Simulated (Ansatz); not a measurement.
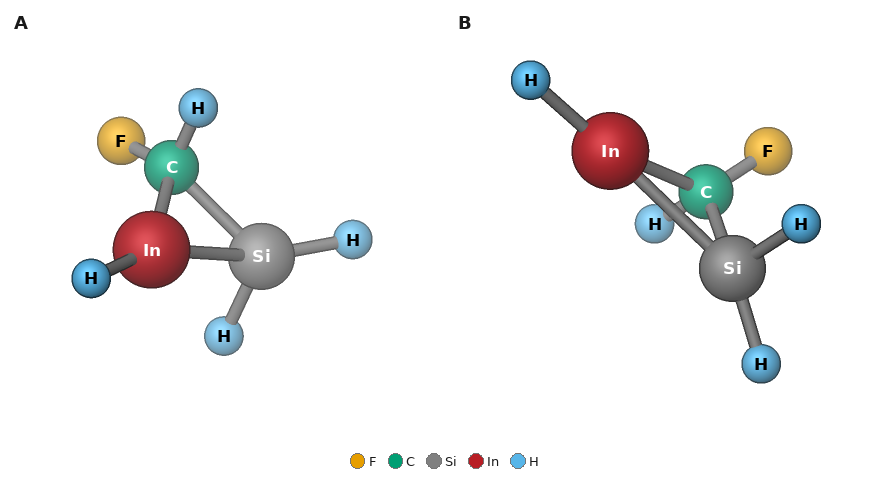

Atoms fade into the background with distance from the viewer. Computed geometry: PBE-D4/def2-SVP optimisation. No frequency run is at hand to confirm it as a minimum.

### Can A be turned into B by a rotation alone?

No. They are enantiomers, mirror images that no rotation superimposes: A is F[C@@H]1[SiH2][InH]1 (), B is F[C@H]1[SiH2][InH]1 (). Their energies are equal.
